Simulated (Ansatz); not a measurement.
**Cl₂H₄O₄W: one molecule under many settings**

How do the results and run time of Cl₂H₄O₄W respond when the settings are drawn wide?

Computed with Ansatz 0.2.0, Gaussian basis. Level: the settings change from run to run.

1 further run of the same task is left out (for a known fault of the program).

### 1 The geometry

The geometry comes from an earlier relaxation with PBE0-D4 in a triple-zeta def2 set; it is a stationary point, not always the lowest conformer. W takes a core potential in def2 sets; no spin-orbit term is included.

SMILES `[OH][W]([OH])([OH])([OH])([Cl])[Cl]`, 11 atoms, charge 0, spin multiplicity 1.

Atoms are counted from 1 here; the program's logs count them from 0.

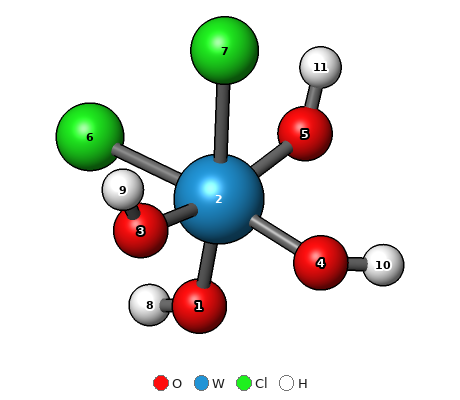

The structure; oxygen red, tungsten blue, chlorine green, hydrogen white; atoms are numbered from 1 in the order of the file.

### 2 B2GP-PLYP/def2-TZVPD

Options: multiplicity 3, finite nuclei.

The input, in.yaml:

```yaml
crystal:
  periodic: [false, false, false]
  atoms:
    - {symbol: O, position_ang: [0.147694, -1.905077, 0.235231]}
    - {symbol: W, position_ang: [0.020340, -0.037517, 0.093536]}
    - {symbol: O, position_ang: [0.943722, 0.450785, 1.623019]}
    - {symbol: O, position_ang: [1.616816, -0.042657, -0.885878]}
    - {symbol: O, position_ang: [-0.946850, 0.057422, -1.506388]}
    - {symbol: Cl, position_ang: [-1.994613, -0.379956, 1.299725]}
    - {symbol: Cl, position_ang: [-0.472616, 2.316895, 0.088146]}
    - {symbol: H, position_ang: [-0.544813, -2.395265, 0.690461]}
    - {symbol: H, position_ang: [1.000026, 1.333562, 2.000239]}
    - {symbol: H, position_ang: [1.638278, -0.242038, -1.827093]}
    - {symbol: H, position_ang: [-1.407983, 0.843837, -1.811008]}
basis:
  gaussian: {orbitals: def2-TZVPD, nuclear_model: gaussian}
magnetization: {spin_polarized: true, initial_magnetization: 2}
hamiltonian: {xc: {name: B2GP-PLYP}}
```

Started as:

```sh
$ ansatz run in.yaml --threads 2 --pin off --events-out ev --progress --plain --max-ram 31744MiB --backend cuda --devices 0, --max-vram 18GiB
```

What it wrote:

```text
Functional definition: B2GP-PLYP
  name "B2GP-PLYP"
  cite "Karton, Tarnopolsky, Lamère, Schatz & Martin, J. Phys. Chem. A 112, 12868 (2008) doi:10.1021/jp801805p"
  cite "Becke, Phys. Rev. A 38, 3098 (1988) doi:10.1103/PhysRevA.38.3098"
  cite "Lee, Yang & Parr, Phys. Rev. B 37, 785 (1988) doi:10.1103/PhysRevB.37.785"
  parameter a = 0.65
  parameter c = 0.36
  exchange = (1 - a)*b88_x + a*exact_x
  correlation = (1 - c)*lyp_c + c*(mp2_os + mp2_ss)
2209 factors; integrals over basis functions are off by at most 1.1e-3 eV
mean field evaluation 1: about -35077.1920 eV, gradient 6.5e1 eV
mean field evaluation 2: about -35077.4427 eV, gradient 6.5e1 eV
mean field evaluation 4: about -35090.0180 eV, gradient 1.5e1 eV
mean field evaluation 8: about -35090.9111 eV, gradient 6.5e-1 eV
mean field evaluation 16: about -35090.9478 eV, gradient 8.4e-2 eV
mean field evaluation 32: about -35090.0962 eV, gradient 8.7e0 eV
mean field evaluation 64: about -35090.9429 eV, gradient 1.1e0 eV
mean field -35090.95068926 eV, -1289.5686523295 hartree, gradient 2.6e-6 eV, S^2 2.020796; 7 other end points of the search recorded, 0 dependent functions left out
14 core orbitals not correlated: weight in the atoms' cores, before any rotation towards them, 1.000 or more for the frozen orbitals, at most 0.000 for the correlated occupied ones
reference -35090.95085700 eV, -1289.5686584940 hartree; 29, 27 occupied and 288, 290 virtual orbitals, 2209 factors
second order -55.84908700 eV of doubles, -0.00000000 eV of singles
Total energy: -35111.05652832 eV, -1290.3075282870 hartree
```

Run time: 15 s. Hardware: 1 × H100 (card shared with other runs) with 2 threads, shared host; peak host memory 1.8 GiB.

⟨S²⟩ 2.021.

### 3 PBEsol/def2-mTZVP

Options: high accuracy.

in.yaml, as its differences from that of step 2:

```diff
@@ -15,4 +15,5 @@
 basis:
-  gaussian: {orbitals: def2-TZVPD, nuclear_model: gaussian}
-magnetization: {spin_polarized: true, initial_magnetization: 2}
-hamiltonian: {xc: {name: B2GP-PLYP}}
+  gaussian: {orbitals: def2-mTZVP}
+hamiltonian: {xc: {name: PBEsol}}
+accuracy: high
+output: {forces: true}
```

Started as:

```sh
$ ansatz run in.yaml --threads 2 --pin off --events-out ev --progress --plain --max-ram 31744MiB --backend cpu
```

What it wrote, cut to the lines that bear on the results:

```text
Functional definition: PBEsol
  name "PBEsol"
  cite "Perdew et al., Phys. Rev. Lett. 100, 136406 (2008) doi:10.1103/PhysRevLett.100.136406"
  cite "Perdew, Burke & Ernzerhof, Phys. Rev. Lett. 77, 3865 (1996) doi:10.1103/PhysRevLett.77.3865"
  parent pbesol
[...]
3675 factors; integrals over basis functions are off by at most 3.4e-8 eV
[...]
mean field -35049.75559096 eV, -1288.0547603903 hartree, gradient 3.1e-8 eV, S^2 0.000000; 0 other end points of the search recorded, 0 dependent functions left out
[...]
reference -35049.75559577 eV, -1288.0547605668 hartree; 42, 42 occupied and 146, 146 virtual orbitals, 3675 factors
Total energy: -35049.75559577 eV, -1288.0547605668 hartree
Atom 0 at     0.147694    -1.905077     0.235231 Å, force     0.690224    -0.295779    -0.356827 eV/Å
Atom 1 at     0.020340    -0.037517     0.093536 Å, force    -0.323837     0.191839     0.094367 eV/Å
Atom 2 at     0.943722     0.450785     1.623019 Å, force     0.425126    -0.597043     0.370580 eV/Å
Atom 3 at     1.616816    -0.042657    -0.885878 Å, force     0.657257     0.132114     0.458266 eV/Å
Atom 4 at    -0.946850     0.057422    -1.506388 Å, force     0.006160    -0.689643    -0.432503 eV/Å
Atom 5 at    -1.994613    -0.379956     1.299725 Å, force    -0.340858    -0.091051     0.197590 eV/Å
Atom 6 at    -0.472616     2.316895     0.088146 Å, force    -0.072904     0.345669     0.000781 eV/Å
Atom 7 at    -0.544813    -2.395265     0.690461 Å, force    -0.619235    -0.372376     0.401632 eV/Å
Atom 8 at     1.000026     1.333562     2.000239 Å, force    -0.011293     0.806286     0.263695 eV/Å
Atom 9 at     1.638278    -0.242038    -1.827093 Å, force    -0.044544    -0.162973    -0.797388 eV/Å
Atom 10 at    -1.407983     0.843837    -1.811008 Å, force    -0.366095     0.732956    -0.200193 eV/Å
Dipole moment:     0.275349    -0.146486    -0.356090 e Å
```

Run time: 19 s. Hardware: 2 threads, shared host; peak memory 0.99 GiB.

Largest force 0.848 eV/Å, dipole 2.27 D.

### 4 PBE0/ANO-RCC-VTZP

Options: finite nuclei, D3(BJ) with three-body dispersion.

in.yaml, as its differences from that of step 3:

```diff
@@ -15,5 +15,3 @@
 basis:
-  gaussian: {orbitals: def2-mTZVP}
-hamiltonian: {xc: {name: PBEsol}}
-accuracy: high
-output: {forces: true}
+  gaussian: {orbitals: ANO-RCC-VTZP, nuclear_model: gaussian}
+hamiltonian: {xc: {name: PBE0}, dispersion: d3bjatm}
```

Started as:

```sh
$ ansatz run in.yaml --threads 2 --pin off --events-out ev --progress --plain --max-ram 31744MiB --backend cuda --devices 0, --max-vram 18GiB
```

What it wrote:

```text
Functional definition: PBE0
  name "PBE0"
  cite "Adamo & Barone, J. Chem. Phys. 110, 6158 (1999) doi:10.1063/1.478522"
  cite "Perdew, Burke & Ernzerhof, Phys. Rev. Lett. 77, 3865 (1996) doi:10.1103/PhysRevLett.77.3865"
  parent pbe
  parameter a = 0.25
  parameter kappa = 0.804
  parameter beta = 0.06672455060314922
  exchange = (1 - a)*pbe_x(kappa = kappa, mu = beta*pi^2/3) + a*exact_x
  correlation = pbe_c(beta = beta)
3091 factors; their error is unknown
mean field evaluation 1: about -472626.1338 eV, gradient 1.2e2 eV
mean field evaluation 2: about -472425.5130 eV, gradient 3.9e2 eV
mean field evaluation 4: about -472646.8333 eV, gradient 2.9e1 eV
mean field evaluation 8: about -472648.0807 eV, gradient 3.2e-1 eV
mean field evaluation 16: about -472648.7163 eV, gradient 3.5e-3 eV
mean field -472648.71632342 eV, -17369.5199520792 hartree, gradient 7.2e-5 eV, S^2 0.000000; 0 other end points of the search recorded, 0 dependent functions left out
reference -472648.71639376 eV, -17369.5199546642 hartree; 72, 72 occupied and 276, 276 virtual orbitals, 3091 factors
Total energy: -472649.04587594 eV, -17369.5320629109 hartree
Relativity: scalar
```

Wall time 7 s (1 × H100 (card shared with other runs) with 2 threads, shared host); peak host memory 1.2 GiB.

### 5 wPBEh/def2-TZVPP

Options: atoms shaken by 0.03 Å, the search for lower states set to off.

The input, in.yaml:

```yaml
crystal:
  periodic: [false, false, false]
  atoms:
    - {symbol: O, position_ang: [0.155635, -1.926611, 0.226628]}
    - {symbol: W, position_ang: [0.016197, 0.020621, 0.088611]}
    - {symbol: O, position_ang: [0.937807, 0.432430, 1.571693]}
    - {symbol: O, position_ang: [1.643352, -0.091350, -0.845330]}
    - {symbol: O, position_ang: [-0.931868, 0.064170, -1.515096]}
    - {symbol: Cl, position_ang: [-1.949819, -0.344270, 1.346646]}
    - {symbol: Cl, position_ang: [-0.501754, 2.281099, 0.078821]}
    - {symbol: H, position_ang: [-0.573750, -2.403173, 0.676156]}
    - {symbol: H, position_ang: [0.985775, 1.333403, 1.975651]}
    - {symbol: H, position_ang: [1.662713, -0.267579, -1.873036]}
    - {symbol: H, position_ang: [-1.465109, 0.759380, -1.746848]}
basis:
  gaussian: {orbitals: def2-TZVPP}
hamiltonian: {xc: {name: wPBEh}}
scf: {lower_state_search: off}
output: {forces: true}
```

Started as:

```sh
$ ansatz run in.yaml --threads 2 --pin off --events-out ev --progress --plain --max-ram 31744MiB --backend cpu
```

What it wrote, cut to the lines that bear on the results:

```text
Functional definition: wPBEh
  name "wPBEh"
  cite "Heyd, Scuseria & Ernzerhof, J. Chem. Phys. 118, 8207 (2003) doi:10.1063/1.1564060"
  cite "Krukau, Vydrov, Izmaylov & Scuseria, J. Chem. Phys. 125, 224106 (2006) doi:10.1063/1.2404663"
  cite "Heyd & Scuseria, J. Chem. Phys. 120, 7274 (2004) doi:10.1063/1.1668634"
  cite "Ernzerhof & Perdew, J. Chem. Phys. 109, 3313 (1998) doi:10.1063/1.476928"
  cite "Perdew, Burke & Ernzerhof, Phys. Rev. Lett. 77, 3865 (1996) doi:10.1103/PhysRevLett.77.3865"
  parent pbe
[...]
1890 factors; their error is unknown
123 factors; integrals over basis functions are off by at most 2.3e-7 eV
[...]
mean field -35119.79150735 eV, -1290.6285328454 hartree, gradient 3.1e-6 eV, S^2 0.000000; 0 other end points of the search recorded, 0 dependent functions left out
[...]
Atom 2 at     0.937807     0.432430     1.571693 Å, force     1.101250     2.313614     2.432337 eV/Å
Atom 3 at     1.643352    -0.091350    -0.845330 Å, force     0.013019    -0.250749    -3.316043 eV/Å
Atom 4 at    -0.931868     0.064170    -1.515096 Å, force     1.473516    -2.226520     0.416075 eV/Å
Atom 5 at    -1.949819    -0.344270     1.346646 Å, force    -0.275656    -0.096672     0.038556 eV/Å
Atom 6 at    -0.501754     2.281099     0.078821 Å, force    -0.102028     1.034911     0.023593 eV/Å
Atom 7 at    -0.573750    -2.403173     0.676156 Å, force     0.705282     0.577859    -0.432828 eV/Å
Atom 8 at     0.985775     1.333403     1.975651 Å, force     0.090689    -1.273023    -0.348658 eV/Å
Atom 9 at     1.662713    -0.267579    -1.873036 Å, force    -0.143301     0.448364     3.239365 eV/Å
Atom 10 at    -1.465109     0.759380    -1.746848 Å, force    -1.986347     2.506629    -1.112919 eV/Å
Dipole moment:     0.203788     0.143636    -0.303530 e Å
Checks for a lower state left out: stability, starts, cluster_reference, orbital_swaps, neighbouring_geometries, increment
```

Run time: 16 s. Hardware: 2 threads, shared host; peak memory 1.4 GiB.

Largest force 4.070 eV/Å, dipole 1.89 D.

### 6 PBEsol/def2-SVPD

Options: atoms shaken by 0.08 Å, D4 dispersion, the search for lower states set to off.

The input, in.yaml:

```yaml
crystal:
  periodic: [false, false, false]
  atoms:
    - {symbol: O, position_ang: [0.180954, -1.959233, 0.222529]}
    - {symbol: W, position_ang: [0.004437, -0.027670, 0.133950]}
    - {symbol: O, position_ang: [0.889378, 0.230430, 1.470486]}
    - {symbol: O, position_ang: [1.631202, -0.040623, -0.844017]}
    - {symbol: O, position_ang: [-1.063425, -0.028568, -1.471775]}
    - {symbol: Cl, position_ang: [-1.918684, -0.384784, 1.335178]}
    - {symbol: Cl, position_ang: [-0.415653, 2.238891, -0.032263]}
    - {symbol: H, position_ang: [-0.608453, -2.447706, 0.640126]}
    - {symbol: H, position_ang: [0.975742, 1.215605, 2.072021]}
    - {symbol: H, position_ang: [1.659623, -0.176284, -1.795933]}
    - {symbol: H, position_ang: [-1.510451, 0.902944, -1.646495]}
basis:
  gaussian: {orbitals: def2-SVPD}
hamiltonian: {xc: {name: PBEsol}, dispersion: d4}
scf: {lower_state_search: off}
output: {forces: true}
```

The command is unchanged.

What it wrote, cut to the lines that bear on the results:

```text
Functional definition: PBEsol
  name "PBEsol"
  cite "Perdew et al., Phys. Rev. Lett. 100, 136406 (2008) doi:10.1103/PhysRevLett.100.136406"
  cite "Perdew, Burke & Ernzerhof, Phys. Rev. Lett. 77, 3865 (1996) doi:10.1103/PhysRevLett.77.3865"
  parent pbesol
[...]
1864 factors; their error is unknown
[...]
mean field -35031.25209720 eV, -1287.3747695367 hartree, gradient 6.8e-7 eV, S^2 0.000000; 0 other end points of the search recorded, 0 dependent functions left out
[...]
reference -35031.25215684 eV, -1287.3747717283 hartree; 42, 42 occupied and 171, 171 virtual orbitals, 1864 factors
Total energy: -35031.38427404 eV, -1287.3796269460 hartree
Atom 0 at     0.180954    -1.959233     0.222529 Å, force    -1.546848    -0.474743     0.471376 eV/Å
Atom 1 at     0.004437    -0.027670     0.133950 Å, force    -5.406576    -6.245216   -11.559159 eV/Å
Atom 2 at     0.889378     0.230430     1.470486 Å, force     7.152364     7.718126    13.767777 eV/Å
Atom 3 at     1.631202    -0.040623    -0.844017 Å, force     0.279138     0.152565     0.227214 eV/Å
Atom 4 at    -1.063425    -0.028568    -1.471775 Å, force    -1.349469     2.929614    -0.844986 eV/Å
Atom 5 at    -1.918684    -0.384784     1.335178 Å, force    -1.260656    -0.116678     0.899913 eV/Å
Atom 6 at    -0.415653     2.238891    -0.032263 Å, force    -0.110874     1.677978     0.415019 eV/Å
Atom 7 at    -0.608453    -2.447706     0.640126 Å, force     1.347357     0.782913    -0.745218 eV/Å
Atom 8 at     0.975742     1.215605     2.072021 Å, force    -0.007142    -3.792665    -1.986635 eV/Å
Atom 9 at     1.659623    -0.176284    -1.795933 Å, force    -0.065712    -0.169421    -0.708940 eV/Å
Atom 10 at    -1.510451     0.902944    -1.646495 Å, force     0.968418    -2.462474     0.063639 eV/Å
Dipole moment:     0.310982     0.202163     0.121867 e Å
Checks for a lower state left out: stability, starts, cluster_reference, orbital_swaps, neighbouring_geometries, increment
```

Wall time 4.2 s (2 threads, shared host).

Largest force 17.329 eV/Å, dipole 1.88 D.

### 7 B3LYP5/def2-TZVPD

Options: charge -1, multiplicity 2.

The input, in.yaml:

```yaml
crystal:
  periodic: [false, false, false]
  atoms:
    - {symbol: O, position_ang: [0.147694, -1.905077, 0.235231]}
    - {symbol: W, position_ang: [0.020340, -0.037517, 0.093536]}
    - {symbol: O, position_ang: [0.943722, 0.450785, 1.623019]}
    - {symbol: O, position_ang: [1.616816, -0.042657, -0.885878]}
    - {symbol: O, position_ang: [-0.946850, 0.057422, -1.506388]}
    - {symbol: Cl, position_ang: [-1.994613, -0.379956, 1.299725]}
    - {symbol: Cl, position_ang: [-0.472616, 2.316895, 0.088146]}
    - {symbol: H, position_ang: [-0.544813, -2.395265, 0.690461]}
    - {symbol: H, position_ang: [1.000026, 1.333562, 2.000239]}
    - {symbol: H, position_ang: [1.638278, -0.242038, -1.827093]}
    - {symbol: H, position_ang: [-1.407983, 0.843837, -1.811008]}
basis:
  gaussian: {orbitals: def2-TZVPD}
total_charge: -1
magnetization: {spin_polarized: true, initial_magnetization: 1}
hamiltonian: {xc: {name: B3LYP5}}
output: {forces: true}
```

Started as:

```sh
$ ansatz run in.yaml --threads 2 --pin off --events-out ev --progress --plain --max-ram 31744MiB --backend cuda --devices 0, --max-vram 18GiB
```

What it wrote, cut to the lines that bear on the results:

```text
Functional definition: B3LYP5
  name "B3LYP5"
  cite "Stephens, Devlin, Chabalowski & Frisch, J. Phys. Chem. 98, 11623 (1994) doi:10.1021/j100096a001"
  cite "Becke, Phys. Rev. A 38, 3098 (1988) doi:10.1103/PhysRevA.38.3098"
  cite "Lee, Yang & Parr, Phys. Rev. B 37, 785 (1988) doi:10.1103/PhysRevB.37.785"
  cite "Vosko, Wilk & Nusair, Can. J. Phys. 58, 1200 (1980) doi:10.1139/p80-159"
[...]
1938 factors; their error is unknown
[...]
mean field -35130.19932455 eV, -1291.0110130728 hartree, gradient 1.9e-5 eV, S^2 0.752568; 4 other end points of the search recorded, 0 dependent functions left out
[...]
reference -35130.19964064 eV, -1291.0110246891 hartree; 43, 42 occupied and 288, 289 virtual orbitals, 1938 factors
Total energy: -35130.19964064 eV, -1291.0110246891 hartree
Atom 0 at     0.147694    -1.905077     0.235231 Å, force     0.932043    -2.208778    -0.289969 eV/Å
Atom 1 at     0.020340    -0.037517     0.093536 Å, force    -1.867571    -0.051664     1.181273 eV/Å
Atom 2 at     0.943722     0.450785     1.623019 Å, force     0.910767     0.283243     1.623417 eV/Å
Atom 3 at     1.616816    -0.042657    -0.885878 Å, force     2.813463     0.134330    -1.976483 eV/Å
Atom 4 at    -0.946850     0.057422    -1.506388 Å, force    -0.954078    -0.118213    -1.530036 eV/Å
Atom 5 at    -1.994613    -0.379956     1.299725 Å, force    -1.476112    -0.176657     0.871199 eV/Å
Atom 6 at    -0.472616     2.316895     0.088146 Å, force    -0.068232     1.995140    -0.210921 eV/Å
Atom 7 at    -0.544813    -2.395265     0.690461 Å, force    -0.258255     0.219579     0.118840 eV/Å
Atom 8 at     1.000026     1.333562     2.000239 Å, force    -0.089315    -0.058291    -0.139696 eV/Å
Atom 9 at     1.638278    -0.242038    -1.827093 Å, force    -0.021401    -0.007523     0.214984 eV/Å
Atom 10 at    -1.407983     0.843837    -1.811008 Å, force     0.078689    -0.011165     0.137393 eV/Å
Dipole moment:     0.249258    -0.188929    -0.308247 e Å
```

It took 6 s on 1 × H100 (card shared with other runs) with 2 threads, shared host; peak host memory 1 GiB.

Largest force 3.441 eV/Å, ⟨S²⟩ 0.753.

### 8 The runs in one table

| level | charge | multiplicity | geometry | functions | energy (eV) | time |
| --- | --- | --- | --- | --- | --- | --- |
| B2GP-PLYP/def2-TZVPD | 0 | 3 | relaxed | 331 | -35111.057 | 15 s |
| PBEsol/def2-mTZVP | 0 | 1 | relaxed | 188 | -35049.756 | 19 s |
| PBE0/ANO-RCC-VTZP | 0 | 1 | relaxed | 348 | -472649.046 | 7 s |
| wPBEh/def2-TZVPP | 0 | 1 | shaken | 320 | -35119.792 | 16 s |
| PBEsol/def2-SVPD | 0 | 1 | shaken | 213 | -35031.384 | 4.2 s |
| B3LYP5/def2-TZVPD | -1 | 2 | relaxed | 331 | -35130.200 | 6 s |

### 9 Outcome

```
                                         quantity                    value
                                             runs                        6
                                         quickest  PBEsol/def2-SVPD, 4.2 s
                                          slowest  PBEsol/def2-mTZVP, 19 s
spread of total energies, same state and geometry              437599.3 eV
```

In words: Run time spans a factor of 4, from PBEsol/def2-SVPD to PBEsol/def2-mTZVP. The jobs differ in tasks and options as well as level. Total energies at one charge and spin differ by 437599 eV between levels, so only differences within one level mean anything. Some of these runs are scalar-relativistic and others not, which shifts the totals of all-electron atoms past neon by eV; core potentials, where a basis has them, take the core out of the total altogether. At the PBE0-D4/def2-TZVP geometry and in the same state, runs without warnings or point charges leave forces up to 0.85 eV/Å (PBEsol/def2-mTZVP), against 17.3 eV/Å where the atoms were moved.
